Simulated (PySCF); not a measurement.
Vertical excitations of a molecule C₃H₈AlCl from TDA-PBE/def2-SVPD (PySCF), as energy in eV (oscillator strength): 4.97 (0.000), 5.57 (0.095), 6.10 (0.003), 6.47 (0.006), 6.52 (0.011), 6.62 (0.024), 6.69 (0.026), 6.76 (0.041), 6.88 (0.004), 6.94 (0.069). Lowest triplet (TDA): 4.68 eV. Geometry: B3LYP-D3(BJ)/def2-SVP. The values are those of a single conformer.

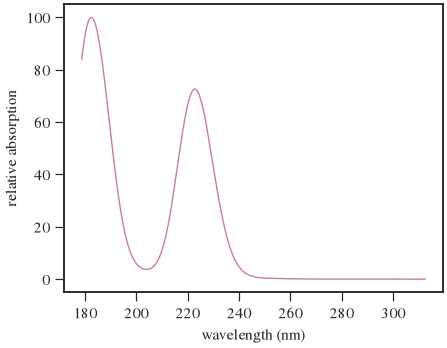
The lines broadened by 0.4 eV.

### Question
Identify the compound among the candidates.
A) CC[CH2][AlH][Cl]
B) C[CH](C)[AlH][Cl]
C) C[CH2][Al]([CH3])[Cl]

### Answer
C, C[CH2][Al]([CH3])[Cl]
